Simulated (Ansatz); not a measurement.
# The valence band of MoS2 as photoemission sees it, part 2 of 4

What would valence photoemission of MoS2 look like, and what sets its shape?

Ansatz 0.2.0; DFT, LDA, plane-wave PAW, default files, scalar-relativistic (the session's first sound run).

So far. Step 2 (Self-consistent run, DOS and bands): At this level the gap is 0.85 eV on the path.

## Step 3: A hybrid functional

This step: DFT, HSE06, plane-wave PAW, default files, scalar-relativistic (Ansatz 0.2.0).

Exact exchange corrects much of the semilocal gap error, at a far higher cost.

Contents of input.yaml:

```yaml
crystal:
  lattice:
    - [1.58, 0.9122134253, 6.15]
    - [-1.58, 0.9122134253, 6.15]
    - [0.0, -1.8244268506, 6.15]
  atoms:
    - { symbol: Mo, position: [0.0, 0.0, 0.0] }
    - { symbol: S, position: [0.417, 0.417, 0.417] }
    - { symbol: S, position: [0.25, 0.25, 0.25] }
kpoints:
  mp_grid: { grid: [8, 8, 8] }
scf:
  occupations: { method: fermi_dirac, width: 0.02 }
  n_extra_bands: 10
hamiltonian:
  xc: hse06
  pseudopotentials: { kind: paw }
output:
  forces: true
  dos:
    projected: true
    de: 0.05
    e_range: [-30, 12]
    method: { smearing: { sigma: 0.15, scheme: gaussian } }
```

The run is started by

```console
$ ansatz run input.yaml --threads 2 --pin off --max-ram 4096MiB --backend cpu --events-out ev --progress --plain --runs-dir out
```

Numbers of over 12 decimals in the logs are rounded to 6 here.

The log of the run:

```text
[...]
Crystal: 3 atoms, lattice volume = 53.184 Å³
Basis set: ecut = 420 eV, 1011 PW (Γ), FFT grids on a1−a3, a2−a3, a3, exchange–correlation on 48×48×90 points (8 copies of the dense FFT grid, shifted against one another)
Bands: 23, of which v1, the nominal top of the filled ones, is band 13 counted from 1 (12 counted from 0)
Symmetry: 6 space group operations
[...]
k-points: 65 of 512 (time reversal used)
[...]
SCF iter   1: F=—  HF=-6762.743627 eV  |F-HF|=—  |Δ(HF+E_count)|=         —  Δρ=5.58e-3  dr2=3.87e-3  ethr=1.77e-3  ⟨swp⟩=10.6  Hψ=7459  notcnv=0
[...]
SCF iter   4: F=-6762.749789 eV  HF=-6762.749817 eV  |F-HF|=2.72e-5  |Δ(HF+E_count)|=   7.78e-4  Δρ=2.42e-4  dr2=4.48e-5  ethr=1.69e-7  ⟨swp⟩=2.8  Hψ=5681  notcnv=0
SCF 1 stopped early in 4 iterations: F = -6762.749789 eV  dr2 = 4.48e-5
[...]
Exchange kernel: α = 0.2500, screened, ω = 0.2079 Å⁻¹, Wigner–Seitz truncation, v(0) = 1046.8638 eV·Å³, q-mesh 8×8×8, nearest image of the exchange supercell L = 25.28 Å, pair-density grid 20×20×45, without the augmentation charges, whose exchange is taken in its separable form by FFT convolution over the k-point mesh (the finest that the files' search goes to), smooth part of the exact exchange by density-matrix convolution
Frozen-core exchange: fock
SCF iter   1: F=—  HF=-6765.822284 eV  |F-HF|=—  |Δ(HF+E_count)|=         —  Δρ=1.19e-2  dr2=1.52e-1  ethr=1.72e-6  ⟨swp⟩=8.1  Hψ=7327  notcnv=0
[...]
SCF iter   8: F=-6765.798577 eV  HF=-6765.798577 eV  |F-HF|=1.04e-7  |Δ(HF+E_count)|=   3.92e-6  Δρ=2.47e-5  dr2=7.58e-7  ethr=6.77e-8  ⟨swp⟩=2.2  Hψ=2357  notcnv=0
SCF 2 stopped early in 8 iterations: F = -6765.798577 eV  dr2 = 7.58e-7
  Residual-converged pass: ⟨swp⟩=4.0  Hψ=3635  notcnv=0  max |occ|·‖R‖ = 5.8e-6 eV (tolerance 6.7e-6 eV)  dr2=7.68e-7  dr2_onsite=1.75e-8  max |Δocc| = 0.0e0
hybrid outer 1: dexx = +7.650e-3 eV, tail = 1.04e-5 eV
[...]
Frozen-core exchange: fock
SCF iter   1: F=—  HF=-6765.798568 eV  |F-HF|=—  |Δ(HF+E_count)|=         —  Δρ=4.00e-5  dr2=3.94e-7  ethr=2.00e-7  ⟨swp⟩=5.3  Hψ=4147  notcnv=0
[...]
SCF iter   5: F=-6765.798568 eV  HF=-6765.798568 eV  |F-HF|=4.64e-10  |Δ(HF+E_count)|=   2.70e-9  Δρ=8.70e-7  dr2=6.02e-10  ethr=1.00e-12  ⟨swp⟩=3.0  Hψ=3178  notcnv=0
SCF 3 converged in 5 iterations: F = -6765.798568 eV  dr2 = 6.02e-10
[...]
hybrid outer 2: dexx = +1.856e-7 eV, tail = 7.25e-9 eV, Δε = 8.00e-4 eV (about 2.06e-5 eV left of the loop's levels), ΔF = 1.12e-3 eV/Å (tail 3.68e-4)
hybrid SCF converged: 2 outer / 13 inner (+4 warm-up), last move |dexx| = 1.86e-7 eV, tail = 7.25e-9 eV
Stability not checked: this state was not tested for a lower state beside it, because the functional holds exact exchange (a hybrid, or Hartree-Fock), whose exchange loop this test does not read (fock_operator; see scf.lower_state_search)
Free energy (F): -6765.798568 eV
Frozen-core exchange: fock
[...]
Internal energy: -6765.798568 eV  (E = F + TS)
E sigma→0 (E₀):  -6765.798568 eV
Fermi energy:    11.484131 eV
[...]
--- Forces (eV/Å), atoms counted from 1 ---
  atom   1  Mo     0.00000000     0.00000000     0.09423792
  atom   2  S      0.00000000     0.00000000    -0.07867077
  atom   3  S      0.00000000    -0.00000000    -0.01556976
  max |Σ_I F_I| component: 2.61e-6 eV/Å
--- Band table (eV; the first three rows and the last of 65) ---
  k-point 0: bands = [... 9 lower, 8.1502, 8.1502, 9.2128, 9.4428, 13.4581, 13.4581, 13.8946, 13.8946, ... 6 higher]
  k-point 1: bands = [... 9 lower, 7.3125, 7.7521, 9.2654, 9.5388, 13.1480, 13.4219, 13.6062, 13.8952, ... 6 higher]
  k-point 2: bands = [... 9 lower, 6.9945, 7.7855, 8.8006, 9.0114, 12.5568, 13.1342, 14.0750, 14.6028, ... 6 higher]
  k-point 64: bands = [... 9 lower, 6.7823, 8.1839, 8.1839, 10.7254, 13.5654, 13.5654, 13.7390, 13.7390, ... 6 higher]
```

It took 82 s on 2 threads of Arm Neoverse V1, shared host; peak memory 3.7 GiB; 2.6 min of CPU time.

This step gave:

| Item | Value |
| --- | --- |
| free energy | -6765.7986 eV |
| Fermi energy | 11.48 eV |
| gap on the k-mesh | 1.590 eV |
| share of occupied states in no projected shell | 0.0117 of the occupied states in the window |

Simulated valence spectra by photon energy, shown to 13 eV, since a deeper line would dwarf them at some energies; the 100 % can be that line's tail at the edge; this run's widths, added to any smearing of the DOS itself: Gaussian 0.15 eV, Lorentzian 0.05 eV plus 0.05 an eV of depth. The intensity by binding energy, zero at the valence-band maximum; values in % of the maximum within 13 eV:

```tsv
binding energy (eV)	100 eV	600 eV	1486.7 eV	8047.8 eV
-1	0.723	0.933	1.00	1.13
0	1.97	3.22	3.42	3.11
1	13.9	35.1	36.8	25.0
2	49.6	61.1	61.2	46.2
3	98.1	97.6	95.8	76.3
4	46.8	58.9	59.0	43.5
5	61.0	65.9	69.2	79.5
6	34.9	36.4	36.9	35.7
7	51.4	58.7	59.2	53.3
8	6.62	7.19	7.57	8.95
9	2.19	2.48	2.94	5.03
10	1.62	1.89	2.54	5.75
11	1.77	2.12	3.17	8.44
12	2.72	3.34	5.34	15.4
```

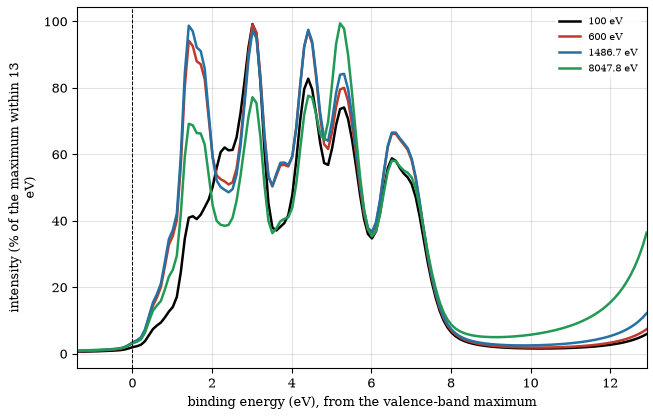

Intensity, plotted against binding energy.

Spectra as before, but with a recipe of its own (widths, and in some runs the light), which changes peak heights and what is resolved: Gaussian 0.15 eV, Lorentzian 0.05 eV plus 0.05 times the binding energy, unpolarised light, analyser at 90°, Fermi edge at 300 K; some photon energies differ too.

Side by side:

```tsv
quantity	this run	base run	difference
gap on the k-mesh (eV)	1.5902	0.87591	0.714
```

One result that differs is the gap on the k-mesh, 1.59 eV against 0.876 eV.

## Step 4: With a Hubbard U

This step: DFT, LDA+U, plane-wave PAW, default files, scalar-relativistic (Ansatz 0.2.0).

Semilocal functionals spread d and f electrons too much; a Hubbard U localises them.

input.yaml, the sections that differ from step 3:

```yaml
kpoints:
  mp_grid: { grid: [10, 10, 10] }
  band_path:
    path:
      - [[0.0, 0.0, 0.0], [0.5, 0.5, 0.5], [0.818666, 0.181334, 0.5]]
      - [[0.5, -0.181334, 0.181334], [0.5, 0.0, 0.0], [0.0, 0.0, 0.0], [0.340667, -0.340667, 0.0]]
      - [[0.659333, 0.0, 0.340667], [0.5, 0.0, 0.5], [0.0, 0.0, 0.0]]
    npoints: 12
hamiltonian:
  xc: lda
  pseudopotentials: { kind: paw }
  hubbard: [{ species: Mo, l: d, u_eff: 4.4 }]
output:
  forces: true
  stress: true
  dos:
    projected: true
    de: 0.05
    e_range: [-30, 12]
    nscf_kmesh: { grid: [18, 18, 18] }
  fatbands: true
# crystal, scf: as in step 3
```

The log of the run:

```text
[...]
Mo: projections on atomic orbitals take those of the free atom [Ar 3d10] 4s2 4p6 4d5 5s1, of charge +0.00 (hamiltonian.pseudopotentials.projection_atoms); the dataset's partial waves leave at most 6.0e-6 of an orbital's norm unspanned inside its sphere
S: projections on atomic orbitals take those of the free atom [Ne] 3s2 3p4, of charge +0.00 (hamiltonian.pseudopotentials.projection_atoms); the dataset's partial waves leave at most 1.6e-7 of an orbital's norm unspanned inside its sphere
[...]
Crystal: 3 atoms, lattice volume = 53.184 Å³
Basis set: ecut = 420 eV, 1011 PW (Γ), FFT grids on a1−a3, a2−a3, a3
Bands: 23, of which v1, the nominal top of the filled ones, is band 13 counted from 1 (12 counted from 0)
Symmetry: 6 space group operations
[...]
k-points: 116 of 1000 (time reversal used)
[...]
SCF iter   1: F=—  HF=-6580.188217 eV  |F-HF|=—  |Δ(HF+E_count)|=         —  Δρ=6.18e-2  dr2=2.44e0  ethr=3.10e-3  ⟨swp⟩=6.1  Hψ=14865  notcnv=0  defer=9
[...]
SCF iter  10: F=-6579.426473 eV  HF=-6579.426473 eV  |F-HF|=3.48e-8  |Δ(HF+E_count)|=   2.38e-8  Δρ=9.77e-6  dr2=7.00e-8  ethr=3.85e-10  ⟨swp⟩=11.3  Hψ=15648  notcnv=0
SCF 1 converged in 10 iterations: F = -6579.426473 eV  dr2 = 7.00e-8
[...]
NSCF: frozen V_eff on 87 k-points
[...]
SCF converged after 10 iterations
Free energy (F): -6579.426473 eV
[...]
Internal energy: -6579.426473 eV  (E = F + TS)
E sigma→0 (E₀):  -6579.426473 eV
Fermi energy:    11.062350 eV
[...]
--- Forces (eV/Å), atoms counted from 1 ---
  atom   1  Mo     0.00000000    -0.00000000     0.08170619
  atom   2  S      0.00000000     0.00000000    -0.01874070
  atom   3  S     -0.00000000    -0.00000000    -0.06301779
  max |Σ_I F_I| component: 5.23e-5 eV/Å
--- Stress (GPa, compression-positive) ---
       -3.241434       0.000000       0.000000
        0.000000      -3.241434       0.000000
        0.000000       0.000000      -0.968135
  P = ⅓ Tr σ = -2.4837 GPa (-24.837 kbar)
--- Band table (eV; the first three rows and the last of 116) ---
  k-point 0: bands = [... 9 lower, 8.6031, 8.6031, 9.3431, 9.6242, 12.9281, 12.9281, 13.2543, 13.2543, ... 6 higher]
  k-point 1: bands = [... 9 lower, 8.0638, 8.3617, 9.3241, 9.8207, 12.7320, 12.8681, 13.0679, 13.2075, ... 6 higher]
  k-point 2: bands = [... 9 lower, 7.8355, 7.9018, 9.1817, 9.5449, 12.0317, 12.7201, 13.1669, 13.7185, ... 6 higher]
  k-point 115: bands = [... 9 lower, 7.2881, 8.6320, 8.6320, 10.6293, 13.0227, 13.0227, 13.1193, 13.1193, ... 6 higher]
Occupation matrices written to <dir>
```

Wall time 40 s (2 threads); peak memory 0.74 GiB; 80 s of CPU time.

Numbers from this step:

```yaml
free_energy: -6579.4265 eV
fermi_energy: 11.06 eV
pressure: -2.484 GPa
gap_on_the_k_mesh: 0.9211 eV
share_of_occupied_states_in_no_projected_shell: 0.0108 of the occupied states in the window
gap_on_the_path: 0.7808 eV
least_direct_gap_on_the_path: 1.468 eV
```

The electronic bands at the labelled points (eV, zero at the valence-band maximum; v1 is the highest filled band, c1 the lowest empty one):

```tsv
point	v4	v3	v2	v1	c1	c2	c3	c4
Γ	-2.03	-2.03	-1.29	-1.00	2.30	2.30	2.62	2.62
T	-3.34	-2.00	-2.00	0.00	2.39	2.39	2.49	2.49
H2	-4.20	-3.56	-2.55	-0.71	0.83	2.51	3.15	4.52
jump to H0	-4.20	-3.56	-2.55	-0.71	0.83	2.51	3.15	4.52
L	-3.76	-2.09	-1.46	-1.44	1.66	1.97	3.69	3.78
Γ	-2.03	-2.03	-1.29	-1.00	2.30	2.30	2.62	2.62
S0	-4.20	-3.49	-2.60	-0.69	0.79	2.52	3.13	4.53
jump to S2	-4.20	-3.49	-2.60	-0.69	0.79	2.52	3.13	4.53
F	-3.69	-2.68	-1.63	-1.26	1.61	2.10	3.21	4.21
Γ	-2.03	-2.03	-1.29	-1.00	2.30	2.30	2.62	2.62
```

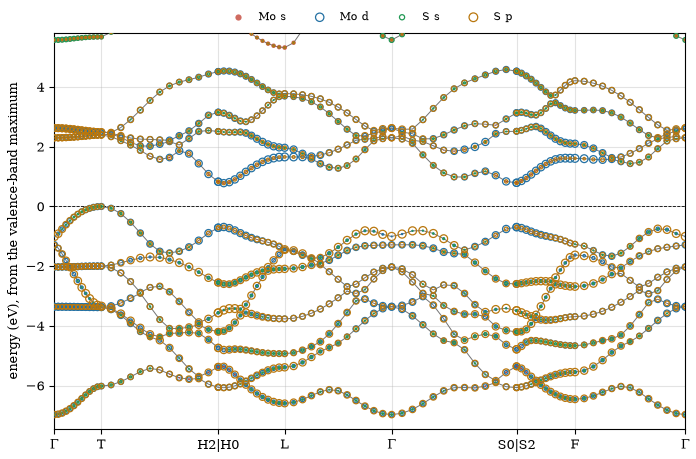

Electronic bands along the path; dots are coloured as in the legend, and their area grows with the weight.

The DOS has structure finer than the step of the table below, so its rows give means over 2 eV, whole bins alone (the curve runs from -16.4 to 9.94 eV). Peaks (eV: height): total -12.6: 5.49, -3.7: 4.99, 1.6: 4.70, 1.8: 3.96; S 3p -6.0: 2.06, -4.6: 2.16, -3.7: 3.08, -2.4: 2.27; Mo 4d -3.7: 1.74, -1.6: 2.02, 1.6: 3.29, 1.8: 2.41; S 3s -12.6: 4.38; Mo 5p* 8.7: 2.57.

* holds the states left over by the projection beside any projected weight of its own. DOS against E, zero at the valence-band maximum; means over each step; values in states/eV/cell:

```tsv
E (eV)	total	S 3p	Mo 4d	S 3s	Mo 5p*	Mo 5s
-14	0.790	0.0309	0.0372	0.572	0.00889	0.140
-12	1.21	0.0272	0.180	0.974	0.0105	0.0171
-10	0	0	0	0	0	0
-8	2.7e-4	1.6e-4	8.5e-5	1.0e-5	0	9.0e-6
-6	1.54	0.960	0.478	0.0344	0.0233	0.0444
-4	2.57	1.52	0.858	0.104	0.0477	0.0429
-2	2.66	1.58	0.946	0.0578	0.0589	0.0152
0	0.267	0.110	0.144	0.00685	0.00415	0.00272
2	2.73	0.939	1.59	0.0593	0.111	0.0285
4	1.24	0.523	0.577	0.0596	0.0759	0.00339
6	0.582	0.0398	0.0181	0.0252	0.352	0.146
8	2.05	0.0937	0.0442	0.0553	1.62	0.234
```

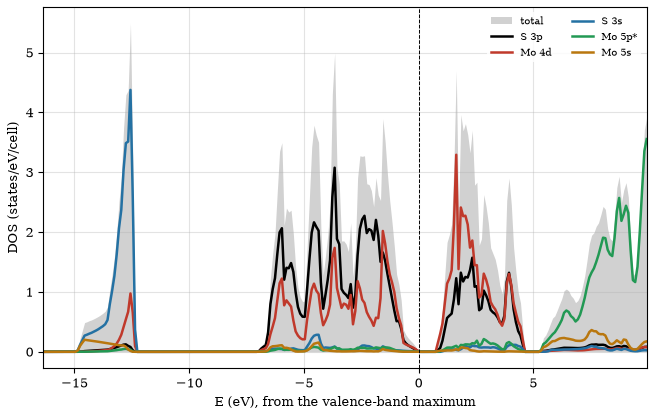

DOS, plotted against E.

Maxima picked by a test of local sharpness, so broad peaks and shoulders can be missing; peaks within 0.45 eV of a curve's cut are left out. Valence peaks, by row:

```tsv
photon energy (eV)	binding energy (eV)	height (% of the maximum within 13 eV)	main shell	its share (%)
100	12.78	75.31	S 3s	95.82
100	5.834	63.61	S 3p	94
100	4.484	83.92	S 3p	88.01
100	3.684	90.68	S 3p	94.37
100	2.234	100	S 3p	94.68
1487	12.78	100	S 3s	89.27
1487	5.884	47.83	Mo 4d	59.1
1487	4.484	63.9	Mo 4d	51.63
1487	3.684	69.42	Mo 4d	60.92
1487	2.434	63.56	Mo 4d	55.07
1487	1.484	79.91	Mo 4d	70.91
5950	12.78	100	S 3s	95.73
5950	5.884	15.72	Mo 4d	42.12
5950	4.484	26.24	S 3s	44.91
5950	3.734	21.09	Mo 4d	46.25
5950	2.384	19.75	Mo 4d	40.38
5950	1.484	23.06	Mo 4d	57.57
9252	12.78	100	S 3s	96.2
9252	5.934	12	S 3s	31.44
9252	4.484	21.88	S 3s	54.11
9252	2.334	14.31	S 3s	42.78
9252	1.484	15.78	Mo 4d	46.86
```

Spectra as before, but with a recipe of its own (widths, and in some runs the light), which changes peak heights and what is resolved: Gaussian 0.35 eV, Lorentzian 0.05 eV plus 0.08 times the binding energy, linear light, analyser at 10°, Fermi edge at 20 K; some photon energies differ too.

The two runs compared:

```tsv
quantity	this run	base run	difference
gap on the path (eV)	0.7808	0.855	-0.0742
least direct gap on the path (eV)	1.4681	1.707	-0.239
gap on the k-mesh (eV)	0.92113	0.87591	0.0452
```

One result that differs is the least direct gap on the path, 1.47 eV against 1.71 eV.

[end of part 2 of 4]

[Logs are printed without paths, hosts, clocks, repeated set-up lines and the standing remarks that a program may print on its own settings, such as how far it seeks lower states.]

[Hosts, paths, dates, database ids (printed as entryN), source tags and the programs' standing remarks are cut or masked in the printed files.]

[Maps of the electrostatic potential energy from Ansatz leave out the sawtooth potential of an applied field or a dipole correction, so their vacuum need not be flat; work functions include it.]

[Peak lists hold at most the 14 tallest peaks of each spectrum; further lines can be left out.]
